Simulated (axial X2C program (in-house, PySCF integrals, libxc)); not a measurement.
**Run report: BiAs, relativistic diatomic calculation**

System: BiAs, single determinant with M_S = 0 and |Λ| = 0.
Method: PW91, spin-free X2C-1e, Bi dyall-cv3z, As dyall-cv3z (cores contracted) (axial X2C program (in-house, PySCF integrals, libxc)).

Log:
```
spin-free X2C-1e  PW91
basis functions 258  fitting functions 1447  grid points 5802
iter        total energy     max residual
   1     -23798.736737731     2.92e-01
   2     -23798.744458822     5.22e-03
   3     -23798.744593378     5.27e-03
   4     -23798.744608185     3.44e-03
   5     -23798.744616400     5.64e-04
   6     -23798.744617590     3.24e-04
   7     -23798.744617830     7.12e-05
   8     -23798.744617911     5.45e-05
   9     -23798.744617918     2.47e-05
  10     -23798.744617919     6.40e-06
converged
one-electron -33802.52942300  Coulomb 9884.87405129  exact exchange 0.00000000  xc functional -490.34371477  nuclear repulsion 609.25446856
```

The points of the curve:

```
R (Å)    E (hartree)  dipole (D; origin at the first atom, positive when the second is positive)  highest filled (eV)  lowest empty (eV)
2.165  −23798.721893                                                                       −1.29                −6.14              −3.07
2.236  −23798.735181                                                                       −1.35                −6.12              −3.20
2.308  −23798.742271                                                                       −1.40                −6.00              −3.32
2.379  −23798.744618                                                                       −1.45                −5.89              −3.44
2.462  −23798.742839                                                                       −1.49                −5.78              −3.58
2.546  −23798.737529                                                                       −1.53                −5.68              −3.70
2.653  −23798.727172                                                                       −1.57                −5.57              −3.85
2.783  −23798.711320                                                                       −1.61                −5.46              −4.02
```

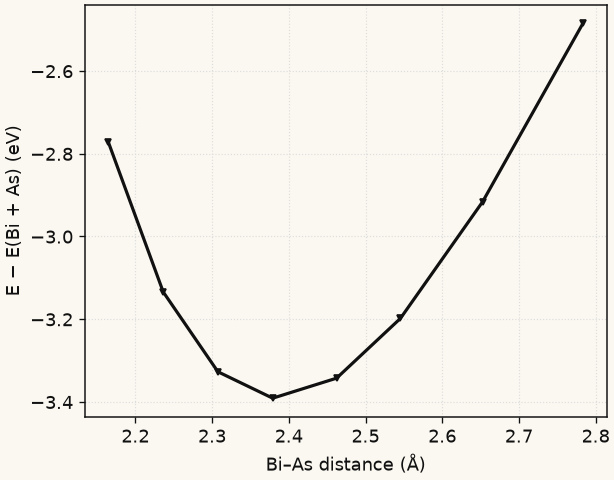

*Energy at 8 bond lengths, for one set of occupations held fixed; the line joins the points.*

A polynomial of degree 6 through 8 points gives rₑ = 2.386 Å, ωₑ = 303.6 cm⁻¹, ωₑxₑ = 0.48 cm⁻¹ and Bₑ = 0.05368 cm⁻¹. The minimum lies 3.39 eV below Bi + As, each computed as one determinant at the same level.

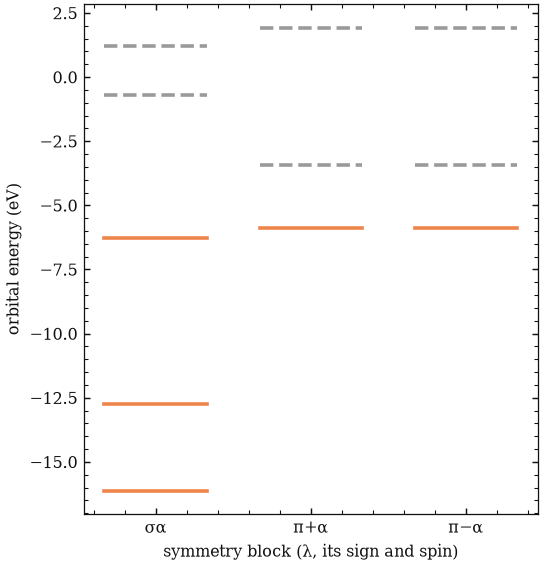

*Orbital energies near the frontier at 2.38 Å, filled (solid) and empty (dashed); a label such as π−α means λ = −1 and α spin, and the β levels equal the α ones.*

The highest filled orbital (π+α; 50 % As p, 46 % Bi p) lies at −5.89 eV, the lowest empty one (π−α; 48 % Bi p, 42 % As p) at −3.44 eV.

Input:
```
{"zs": [83, 33], "q": 0, "bas": ["dyall-cv3z", "dyall-cv3z"], "levels": ["PBE0", "HF", "PW91"], "cc": true, "r0": 2.72, "thr": -1.0, "nmax": 90, "npts": 10, "nst": 2, "ntry": 6}
```

The line is the task of a batch: nuclear charges, charge, bases, the levels to run, a first guess of the distance and further settings. This report covers PW91 without spin-orbit coupling. The log is that of the reference distance 2.379 Å.

Launched within a batch (the task file carries these settings):
```bash
python <driver script> task.json out
```

Results in brief:

```
                 quantity                                                                 value
                  outcome                                                             converged
           bond length rₑ                                                               2.386 Å
                       ωₑ                                                            303.6 cm⁻¹
    energy at the minimum                                                  −23798.74464 hartree
depth below the fragments                                                               3.39 eV
                 hardware  1 thread of Arm Neoverse V1, 24 GiB of memory available, shared host
                wall time                                                                   5 s
              peak memory                                                              0.79 GiB
```

Notes:

Caveats: 8 of the 10 points asked for were kept.
